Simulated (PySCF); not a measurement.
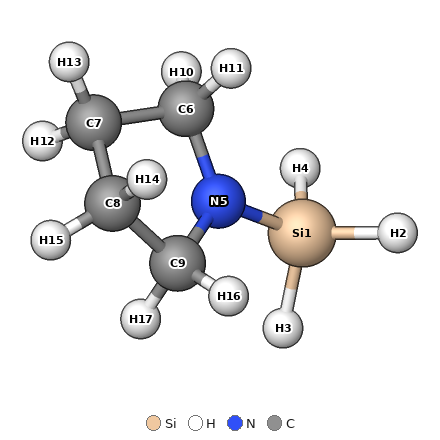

C₄H₁₁NSi. Vertical core-electron binding energies by ΔSCF (SCAN, pcX-2 on the ionised atom, pcseg-1 elsewhere, spin-free X2C; PySCF, at a PBE0-D3(BJ)/def2-SVP geometry (no frequency check)), gas phase, against the vacuum level. One atom of each kind was ionised; within a panel, areas follow the number of like atoms and 2j + 1 (2p levels are split by first-order spin-orbit coupling, an approximation), each panel is scaled alone, Gaussians of 0.6 eV full width. Only the regions named are shown.

Predict the Si 2p and C 1s photoelectron lines.

```
   level   atoms  binding energy (eV)
Si 2p1/2     Si1                107.2
Si 2p3/2     Si1                106.6
    C 1s  C6, C9                291.3
    C 1s  C7, C8                290.6
```

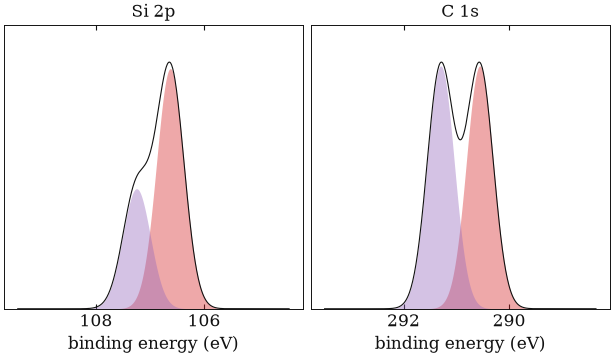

Note: one conformer of a flexible molecule.
